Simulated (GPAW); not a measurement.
# GaAs (F-43m): G0W0 with GPAW, start to end

Wanted: ground state, empty states, screening and self-energy for GaAs (F-43m).

Main program and level: GPAW 26.7.0; PBE and many-body steps on it, plane waves.

**Experimental background.**

- Gap 1.51 eV: band-edge emission energy from PL (direct gap at Gamma); photoluminescence, 633 nm excitation; 77 K; bulk crystal (MBE GaAs matrix around a thin InAs wetting layer on semi-insulating GaAs (100)) (“Photoluminescence of InAs/GaAs quantum dots under direct two-photon excitation”, 2020, pmc:7331710).

- Gap 1.42 eV: band-edge photoluminescence emission energy of the GaAs substrate; time-integrated photoluminescence; 300 K; bulk crystal ((001) GaAs substrate beneath GaBiAs epilayers) (“Investigation of the anisotropic electron g factor as a probe of the electronic structure of GaBixAs1-x/GaAs epilayers”, 2014, arxiv:1409.8467).

- Gap 1.412 ± 0.01 eV: direct gap E0 at Gamma from ellipsometry; variable-angle spectroscopic ellipsometry, parametric critical-point fit; 300 K; bulk crystal (semi-insulating GaAs(001) reference substrate with native oxide) (“Evidence of valence band perturbations in GaAsN/GaAs(001): A combined variable-angle spectroscopic ellipsometry and modulated photoreflectance investigation”, 2008, arxiv:0805.2212).

- Gap 1.418 ± 0.005 eV: direct gap E0 at Gamma from PR; modulated photoreflectance, low-field lineshape fit; 300 K; bulk crystal (semi-insulating GaAs(001) reference substrate) (“Evidence of valence band perturbations in GaAsN/GaAs(001): A combined variable-angle spectroscopic ellipsometry and modulated photoreflectance investigation”, 2008, arxiv:0805.2212).

## (1) The structure

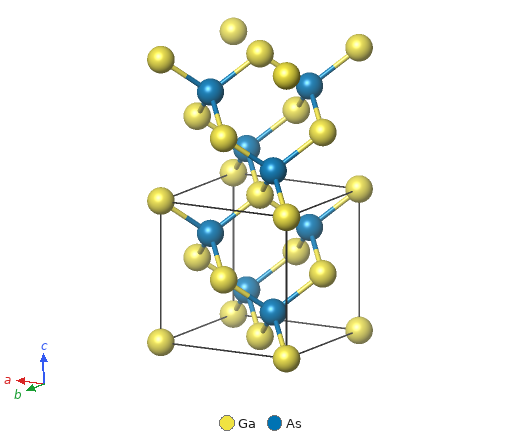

The cell as given, from a free direction (gallium yellow, arsenic blue). 1×1×2 cells are drawn. This picture shows the conventional cell, with its axes. Bonds to atoms that aren't drawn are left out. Some periodic images of atoms are drawn too.

The cell and positions come from the Crystallography Open Database and are kept as given unless a step says otherwise.

## (2) Ground state

This step: GPAW 26.7.0; DFT, PBE, plane waves, PAW.

The ground-state density comes first.

Contents of run.py:

```python
import json
import numpy as np
from gpaw.mpi import world
from ase import Atoms
from gpaw import GPAW, PW, FermiDirac

atoms = Atoms(['Ga', 'As'],
    cell=[[0.0000000000, 2.8268500000, 2.8268500000],
      [2.8268500000, 0.0000000000, 2.8268500000],
      [2.8268500000, 2.8268500000, 0.0000000000]],
    scaled_positions=[[0.0000000000, 0.0000000000, 0.0000000000],
      [0.2500000000, 0.2500000000, 0.2500000000]],
    pbc=(True, True, True))
calc = GPAW(mode=PW(450),
    xc='PBE',
    kpts={'size': (8, 8, 8), 'gamma': True},
    occupations=FermiDirac(0.001),
    nbands=-7,
    convergence={'density': 1e-6, 'bands': -3},
    maxiter=100,
    txt='gs.txt')
atoms.calc = calc
res = {'energy': atoms.get_potential_energy()}
kpts = calc.get_ibz_k_points()
res['kpts'] = kpts
res['eigenvalues'] = [calc.get_eigenvalues(kpt=k) for k in range(len(kpts))]
res['n_electrons'] = calc.get_number_of_electrons()
calc.write('gs.gpw')

if world.rank == 0:
    with open('result.json', 'w') as f:
        json.dump(res, f, default=lambda x: x.tolist())
```

Run with:

```sh
$ mpirun -n 4 gpaw python run.py
```

Numbers of over 12 decimals in the logs are rounded to 6 here.

The log of the run:

```text
__  _  _
 | _ |_)|_||  |
 |__||  | ||/\| - 26.7.0

Input parameters:
  mode=PW(ecut=450.000000),
  convergence={'density': 1e-06, 'bands': -3},
  kpts=MonkhorstPack(size=(8, 8, 8), gamma=True),
  maxiter=100,
  nbands=-7,
  occupations=Occupations(name='fermi-dirac', width=0.001, fixmagmom=False),
  xc=XC(name='PBE')
  [... matrices ...]
Diagonalizing LCAO Hamiltonian
Converting LCAO to pw mode

           As

       Ga

Atoms  # Å, Bohr magnetons
|   | symbol |        x |        y |        z |    initial magnetic moments |
| 0 |     Ga | 0.000000 | 0.000000 | 0.000000 | ( 0.0000,  0.0000,  0.0000) |
| 1 |     As | 1.413425 | 1.413425 | 1.413425 | ( 0.0000,  0.0000,  0.0000) |

Unit cell  # Å
| periodic |        x |        y |        z |  lengths |    angles |
|      yes | 0.000000 | 2.826850 | 2.826850 | 3.997770 | 60.000000 |
|      yes | 2.826850 | 0.000000 | 2.826850 | 3.997770 | 60.000000 |
|      yes | 2.826850 | 2.826850 | 0.000000 | 3.997770 | 60.000000 |

Number of symmetries: 24
Symmetry operations  # r_c * U_cc + t_c -> r_c
|    | kind |            matrix            |
|  0 |  E   |  1, 0, 0,  0, 1, 0,  0, 0, 1 |
|  1 |  σ   |  1, 0, 0,  0, 0, 1,  0, 1, 0 |
|  2 |  σ   |  1, 0,-1,  0, 1,-1,  0, 0,-1 |
|  3 |  C3  |  1, 0,-1,  0, 0,-1,  0, 1,-1 |
|  4 |  C3  |  1,-1, 0,  0,-1, 1,  0,-1, 0 |
|  5 |  σ   |  1,-1, 0,  0,-1, 0,  0,-1, 1 |
|  6 |  σ   |  0, 1, 0,  1, 0, 0,  0, 0, 1 |
|  7 |  C3  |  0, 1, 0,  0, 0, 1,  1, 0, 0 |
|  8 |  C2  |  0, 1,-1,  1, 0,-1,  0, 0,-1 |
|  9 |  S4  |  0, 1,-1,  0, 0,-1,  1, 0,-1 |
| 10 |  C3  |  0, 0, 1,  1, 0, 0,  0, 1, 0 |
| 11 |  σ   |  0, 0, 1,  0, 1, 0,  1, 0, 0 |
| 12 |  S4  |  0, 0,-1,  1, 0,-1,  0, 1,-1 |
| 13 |  C3  |  0, 0,-1,  0, 1,-1,  1, 0,-1 |
| 14 |  S4  |  0,-1, 1,  1,-1, 0,  0,-1, 0 |
| 15 |  C2  |  0,-1, 1,  0,-1, 0,  1,-1, 0 |
| 16 |  C3  |  0,-1, 0,  1,-1, 0,  0,-1, 1 |
| 17 |  S4  |  0,-1, 0,  0,-1, 1,  1,-1, 0 |
| 18 |  S4  | -1, 1, 0, -1, 0, 1, -1, 0, 0 |
| 19 |  C3  | -1, 1, 0, -1, 0, 0, -1, 0, 1 |
| 20 |  C3  | -1, 0, 1, -1, 1, 0, -1, 0, 0 |
| 21 |  S4  | -1, 0, 1, -1, 0, 0, -1, 1, 0 |
| 22 |  σ   | -1, 0, 0, -1, 1, 0, -1, 0, 1 |
| 23 |  C2  | -1, 0, 0, -1, 0, 1, -1, 1, 0 |

BZ-sampling:
  Number of BZ points: 512
  Number of IBZ points: 29

  Monkhorst-Pack size: [8, 8, 8]
  Monkhorst-Pack shift: [0.0625, 0.0625, 0.0625]

K-points  # in reciprocal-cell coordinates
|     |                                coordinates |     weight |
|   0 | (  0.00000000,   0.00000000,   0.00000000) | 0.00195312 |
|   1 | (  0.12500000,   0.12500000,   0.00000000) | 0.01171875 |
|   2 | (  0.12500000,   0.12500000,   0.12500000) | 0.01562500 |
|   3 | (  0.25000000,   0.12500000,   0.12500000) | 0.02343750 |
|   4 | (  0.25000000,   0.25000000,   0.00000000) | 0.01171875 |
|   5 | (  0.25000000,   0.25000000,   0.12500000) | 0.04687500 |
|   6 | (  0.25000000,   0.25000000,   0.25000000) | 0.01562500 |
|   7 | (  0.37500000,   0.25000000,  -0.37500000) | 0.04687500 |
|   8 | (  0.37500000,   0.25000000,   0.12500000) | 0.04687500 |
|   9 | (  0.37500000,   0.25000000,   0.25000000) | 0.04687500 |
| ... |                                            |            |
|  28 | (  0.50000000,   0.50000000,   0.50000000) | 0.00781250 |

Plane wave coefficients: 995
Cutoff: 450.000000 eV

Spin-components: 1 (collinear spins)
Bands:           11
Projectors:      10
Spin-degeneracy: 2
Datatype:        complex128

  Storage: CPU
  Wave functions: 4_802_864 bytes (1_200_716 per core)
  Projectors: 9_169_104 bytes (2_292_276 per core)
  [... matrices ...]
Parallelization:
  kpt:    4
  domain: 1
  band:   1

Density:
  Valence electrons: 8.0
  Components: 1
  Grid points: [20 20 20]
  Charge: 0.0  # |e|

Potential:
  Grid points: [20 20 20]

species:
  Ga:
    name:    Gallium
    Z:       31.0
    valence: 3
    core:    28
    charge:  0.0  # [|e|]
    compensation charges:
      type: gauss
      rc: 0.37  # [Å]
      lmax: 2
    cutoffs:
      filter: 2.06  # [Å]
      core: 4.17  # [Å]
    projectors
    | kind |    occ | energy [eV] | rcut [Å] |
    |   4s |  2.000 |      -8.945 |    1.164 |
    |   4p |  1.000 |      -2.580 |    1.164 |
    |    s |        |      18.266 |    1.164 |
    |    p |        |      24.631 |    1.164 |
    |    d |        |       0.000 |    1.164 |

    Using partial waves for Ga as LCAO basis

  As:
    name:    Arsenic
    Z:       33.0
    valence: 5
    core:    28
    charge:  0.0  # [|e|]
    compensation charges:
      type: gauss
      rc: 0.33  # [Å]
      lmax: 2
    cutoffs:
      filter: 1.87  # [Å]
      core: 2.96  # [Å]
    projectors
    | kind |    occ | energy [eV] | rcut [Å] |
    |   4s |  2.000 |     -14.487 |    1.058 |
    |   4p |  3.000 |      -5.196 |    1.058 |
    |    s |        |      12.725 |    1.058 |
    |    p |        |      22.016 |    1.058 |
    |    d |        |       0.000 |    1.058 |

    Using partial waves for As as LCAO basis

Reference energy: -114387.645129  # eV

eigensolver:
  PPCG
  Converge bands: -3
  niter=2

density mixing:
  MSR1-Mixer
  Pratt-step length: 0.05
  Maximum mixing coefficient: 0.75
  Old densities: 10
  SVD Regularization: 0.005
  Good broyden scale: 1.0
  Trust region scale: 1.0
  Backstep threshold: 4.0
  History deletion threshold: 6.0
  Fourier metric: weight=20.0, sigma=0.015

occupation numbers:
  Fermi-Dirac:
    width: 0.0010  # eV

poisson solver:
  ecut: 3600.000000  # eV

xc functional:
  name: PBE with 2 nearest neighbor stencil

Initialization done in: 0.881 s

convergence criteria:
- Maximum integral of absolute [dens]ity change: 1e-06 electrons / valence electron
- Maximum [total energy] change in last 3 cyles: 0.0005 eV / valence electron
- Maximum integral of absolute [eigenst]ate change: 4e-08 eV^2 / valence electron
maximum number of iterations: 100

SCF iterations
|iter     |     time |      energy | eigst |  dens |
|iter:   1|  |   -8.316335 | +0.83 |       |
|iter:   2|  |   -8.299043 | -0.90 | -0.89 |
|iter:   3|  |   -8.226447 | -1.88 | -0.93 |
|iter:   4|  |   -8.228218 | -3.47 | -1.52 |
|iter:   5|  |   -8.228469c| -4.38 | -2.05 |
|iter:   6|  |   -8.228485c| -5.52 | -2.81 |
|iter:   7|  |   -8.228486c| -7.16 | -3.55 |
|iter:   8|  |   -8.228486c| -8.20c| -4.10 |
|iter:   9|  |   -8.228486c| -8.83c| -5.41 |
|iter:  10|  |   -8.228486c| -9.32c| -5.85 |
|iter:  11|  |   -8.228486c|-10.26c| -7.01c|

Converged in 11 steps
SCF loop duration: 1.662 s (0.151 s/step)
Energy contributions relative to reference atoms: (reference = -114387.645129)
  [... matrices ...]
Energy contributions:
  Kinetic:          26.974889
  Coulomb:         -23.863253
  Zero:              0.019023
  External:          0.000000
  Xc:              -11.359144
  Entropy:          -0.000000
  Spinorbit:         0.000000
  ----------------------------
  Free energy:      -8.228486
  Extrapolated:     -8.228486

dipole moment: (-17.920499, -17.920499, -17.920499)  # |e|*Ang

Fermi level: 4.952
Eigenvalues  # (at kpt = [0.000, 0.000, 0.000])
| band index |      eig [eV] | occ [0-2] |
|          0 |        -7.775 |     2.000 |
|          1 |         4.921 |     2.000 |
|          2 |         4.921 |     2.000 |
|          3 |         4.921 |     2.000 |
|          4 |         5.508 |     0.000 |
|          5 |         8.695 |     0.000 |
|          6 |         8.695 |     0.000 |
|          7 |         8.695 |     0.000 |
|          8 |        12.577 |     0.000 |
|          9 |        15.009 |     0.000 |
|         10 |        15.009 |     0.000 |

Gap: 0.587 eV
Transition (v -> c):
  (s=0, k=0, n=3, [0.00, 0.00, 0.00]) -> (s=0, k=0, n=4, [0.00, 0.00, 0.00])
No difference between direct/indirect transitions
# Writing to gs.gpw (mode='')
  [... matrices ...]
```

It took 4.4 s on 4 MPI ranks of Arm Neoverse V1, shared host; peak memory 0.58 GiB.

Numbers from this step:

* total energy: -8.228 eV
* gap: 0.5868 eV
* k of the valence top: 0, 0, 0
* k of the conduction bottom: 0, 0, 0
* least direct gap: 0.5868 eV

The gap is direct, at Γ.

## (3) Bands along the symmetry lines

Levels along a band path, at the cheap level, show where the edges lie and whether the meshes to come will hold them.

Contents of run.py:

```python
import json
import numpy as np
from gpaw.mpi import world
from gpaw import GPAW

path = [[0.000000, 0.000000, 0.000000],
    [-0.062500, -0.062500, 0.000000],
    [-0.125000, -0.125000, 0.000000],
    [-0.187500, -0.187500, 0.000000],
    [-0.250000, -0.250000, 0.000000],
    [-0.312500, -0.312500, 0.000000],
    [-0.375000, -0.375000, 0.000000],
    [-0.437500, -0.437500, 0.000000],
    [-0.500000, -0.500000, 0.000000],
    [-0.484375, -0.484375, 0.031250],
    [-0.468750, -0.468750, 0.062500],
    [-0.453125, -0.453125, 0.093750],
    [-0.437500, -0.437500, 0.125000],
    [-0.421875, -0.421875, 0.156250],
    [-0.406250, -0.406250, 0.187500],
    [-0.390625, -0.390625, 0.218750],
    [-0.375000, -0.375000, 0.250000],
    [-0.375000, 0.000000, 0.375000],
    [-0.328125, 0.000000, 0.328125],
    [-0.281250, 0.000000, 0.281250],
    [-0.234375, 0.000000, 0.234375],
    [-0.187500, 0.000000, 0.187500],
    [-0.140625, 0.000000, 0.140625],
    [-0.093750, 0.000000, 0.093750],
    [-0.046875, 0.000000, 0.046875],
    [0.000000, 0.000000, 0.000000],
    [0.000000, 0.000000, 0.062500],
    [0.000000, 0.000000, 0.125000],
    [0.000000, 0.000000, 0.187500],
    [0.000000, 0.000000, 0.250000],
    [0.000000, 0.000000, 0.312500],
    [0.000000, 0.000000, 0.375000],
    [0.000000, 0.000000, 0.437500],
    [-0.000000, -0.000000, 0.500000],
    [-0.062500, -0.031250, 0.468750],
    [-0.125000, -0.062500, 0.437500],
    [-0.187500, -0.093750, 0.406250],
    [-0.250000, -0.125000, 0.375000],
    [-0.312500, -0.156250, 0.343750],
    [-0.375000, -0.187500, 0.312500],
    [-0.437500, -0.218750, 0.281250],
    [-0.500000, -0.250000, 0.250000],
    [-0.500000, -0.281250, 0.218750],
    [-0.500000, -0.312500, 0.187500],
    [-0.500000, -0.343750, 0.156250],
    [-0.500000, -0.375000, 0.125000],
    [-0.500000, -0.406250, 0.093750],
    [-0.500000, -0.437500, 0.062500],
    [-0.500000, -0.468750, 0.031250],
    [-0.500000, -0.500000, 0.000000]]
calc = GPAW('gs.gpw').fixed_density(kpts=path,
    symmetry='off',
    nbands=14,
    convergence={'bands': 10},
    txt='bands.txt')
res = {}
kpts = calc.get_ibz_k_points()
res['kpts'] = kpts
res['eigenvalues'] = [calc.get_eigenvalues(kpt=k) for k in range(len(kpts))]
res['n_electrons'] = calc.get_number_of_electrons()

if world.rank == 0:
    with open('result.json', 'w') as f:
        json.dump(res, f, default=lambda x: x.tolist())
```

Run with:

```sh
$ mpirun -n 4 gpaw python run.py
```

The log of the run:

```text
Diagonalizing LCAO Hamiltonian
Converting LCAO to pw mode
convergence criteria:
- Maximum integral of absolute [eigenst]ate change: 4e-08 eV^2 / valence electron
maximum number of iterations: 100

SCF iterations
|iter     |     time |      energy | eigst |  dens |
|iter:   1|  |             | +1.71 |       |
|iter:   2|  |             | +0.36 |       |
|iter:   3|  |             | -0.83 |       |
|iter:   4|  |             | -2.17 |       |
|iter:   5|  |             | -3.44 |       |
|iter:   6|  |             | -5.17 |       |
|iter:   7|  |             | -6.38 |       |
|iter:   8|  |             | -7.87c|       |
SCF steps: 8
  __  _  _
 | _ |_)|_||  |
 |__||  | ||/\| - 26.7.0

Input parameters:
  mode=PW(ecut=450.000000),
  convergence={'bands': 10},
  gpts=array([20, 20, 20]),
  kpts=KPoints(kpts=array([[ 0.      ,  0.      ,  0.      ],
         [-0.0625  , -0.0625  ,  0.      ],
         [-0.125   , -0.125   ,  0.      ],
         [-0.1875  , -0.1875  ,  0.      ],
[...]
[-0.484375, -0.484375,  0.03125 ],
[...]
[-0.453125, -0.453125,  0.09375 ],
[...]
[-0.421875, -0.421875,  0.15625 ],
[...]
[-0.390625, -0.390625,  0.21875 ],
[...]
[-0.328125,  0.      ,  0.328125],
[...]
[-0.234375,  0.      ,  0.234375],
[...]
[-0.140625,  0.      ,  0.140625],
[...]
[-0.046875,  0.      ,  0.046875],
         [ 0.      ,  0.      ,  0.      ],
         [ 0.      ,  0.      ,  0.0625  ],
         [ 0.      ,  0.      ,  0.125   ],
[...]
[ 0.      ,  0.      ,  0.375   ],
         [ 0.      ,  0.      ,  0.4375  ],
[...]
[-0.5     , -0.4375  ,  0.0625  ],
         [-0.5     , -0.46875 ,  0.03125 ],
         [-0.5     , -0.5     ,  0.      ]])),
  maxiter=100,
  nbands=14,
  occupations=Occupations(name='fermi-dirac', width=0.001, fixmagmom=False),
  parallel={},
  symmetry=Symmetry(point_group=False, time_reversal=False),
  xc=XC(name='PBE')
  [... matrices ...]
timing:  # [seconds]
  Total: 0.027  # ━━━━━━━━━━━━━━━━━━━━━━━━━━━━━━━━━━━━━━━━━━━━━━━━━━━━━━━━━━━
```

Wall time 4.4 s (4 MPI ranks); peak memory 0.61 GiB; 17 s of CPU time.

Numbers from this step:

| Quantity | Value |
| --- | --- |
| gap | 0.5868 eV |
| k of the valence top | 0, 0, 0 |
| k of the conduction bottom | 0, 0, 0 |
| least direct gap | 0.5868 eV |

The gap is 0.587 eV, as in the run before at this level.

The electronic bands at the labelled points (eV, zero at the top of the highest filled band; v1 is the highest filled band, c1 the lowest empty one):

| point | v4 | v3 | v2 | v1 | c1 | c2 | c3 | c4 |
| --- | --- | --- | --- | --- | --- | --- | --- | --- |
| Γ | -12.70 | 0.00 | 0.00 | 0.00 | 0.59 | 3.77 | 3.77 | 3.77 |
| X | -10.34 | -6.79 | -2.66 | -2.66 | 1.48 | 1.68 | 10.22 | 10.22 |
| U | -10.39 | -6.59 | -3.85 | -2.25 | 1.98 | 4.68 | 8.01 | 8.11 |
| jump to K | -10.39 | -6.59 | -3.85 | -2.25 | 1.98 | 4.68 | 8.01 | 8.11 |
| Γ | -12.70 | 0.00 | 0.00 | 0.00 | 0.59 | 3.77 | 3.77 | 3.77 |
| L | -11.06 | -6.61 | -1.13 | -1.13 | 1.05 | 4.67 | 4.67 | 7.79 |
| W | -10.30 | -6.59 | -3.54 | -3.33 | 4.67 | 4.75 | 5.46 | 6.08 |
| X | -10.34 | -6.79 | -2.66 | -2.66 | 1.48 | 1.68 | 10.22 | 10.22 |

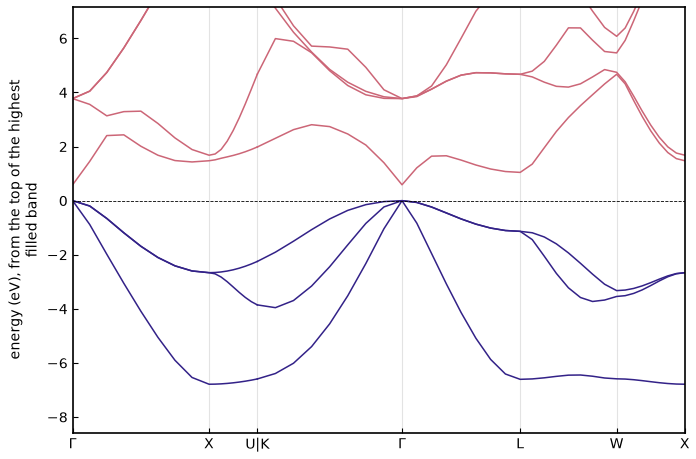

Electronic bands along the path; lines of filled and empty bands in two colours.

## (4) Empty states on the mesh, 6×6×6 mesh, 247 bands

The sums over transitions need many empty states on a uniform mesh; this step solves for them.

Contents of run.py:

```python
import json
import numpy as np
from gpaw.mpi import world
from gpaw import GPAW

calc = GPAW('gs.gpw').fixed_density(kpts={'size': (6, 6, 6), 'gamma': True},
    parallel={'domain': 1, 'band': 1},
    txt='nscf.txt')
calc.diagonalize_full_hamiltonian(nbands=247)
calc.write('full.gpw', mode='all')
res = {}
kpts = calc.get_ibz_k_points()
res['kpts'] = kpts
res['eigenvalues'] = [calc.get_eigenvalues(kpt=k) for k in range(len(kpts))]
res['n_electrons'] = calc.get_number_of_electrons()

if world.rank == 0:
    with open('result.json', 'w') as f:
        json.dump(res, f, default=lambda x: x.tolist())
```

Run with:

```sh
$ mpirun -n 4 gpaw python run.py
```

The log of the run:

```text
Diagonalizing LCAO Hamiltonian
Converting LCAO to pw mode
convergence criteria:
- Maximum integral of absolute [eigenst]ate change: 4e-08 eV^2 / valence electron
maximum number of iterations: 100

SCF iterations
|iter     |     time |      energy | eigst |  dens |
|iter:   1|  |             | +0.85 |       |
|iter:   2|  |             | -0.98 |       |
|iter:   3|  |             | -2.88 |       |
|iter:   4|  |             | -4.64 |       |
|iter:   5|  |             | -5.90 |       |
|iter:   6|  |             | -7.02 |       |
|iter:   7|  |             | -7.72c|       |
SCF steps: 7
  __  _  _
 | _ |_)|_||  |
 |__||  | ||/\| - 26.7.0

Input parameters:
  mode=PW(ecut=450.000000),
  convergence={'density': 1e-06, 'bands': -3},
  gpts=array([20, 20, 20]),
  kpts=MonkhorstPack(size=(6, 6, 6), gamma=True),
  maxiter=100,
  nbands=11,
  occupations=Occupations(name='fermi-dirac', width=0.001, fixmagmom=False),
  parallel={'domain': 1, 'band': 1},
  xc=XC(name='PBE')
Matrix size: 975x975
# Writing to full.gpw (mode='all')
  [... matrices ...]

timing:  # [seconds]
  Total: 4.910  # ━━━━━━━━━━━━━━━━━━━━━━━━━━━━━━━━━━━━━━━━━━━━━━━━━━━━━━━━━━━
```

It took 8 s on 4 MPI ranks; peak memory 0.94 GiB.

This step gave:

```yaml
gap: 0.5868 eV
k_of_the_valence_top: 0, 0, 0
k_of_the_conduction_bottom: 0, 0, 0
least_direct_gap: 0.5868 eV
k_points_computed: 16
lowest_point_of_the_top_converged_band_above_the_valence_top: 161.0810 eV
```

On this mesh the gap is 0.587 eV.

[end of part 1 of 2]

[Paths, hosts, dates, memory and timing lines, banners, echoed tables and standing remarks are left out of the program output.]

[Logs are printed without paths, hosts, clocks, repeated set-up lines and the standing remarks that a program may print on its own settings, such as how far it seeks lower states.]

[Runs of the session that timed out or met a known fault of the program may be left out.]

[Hosts, paths, dates, database ids (printed as entryN), source tags and the programs' standing remarks are cut or masked in the printed files.]
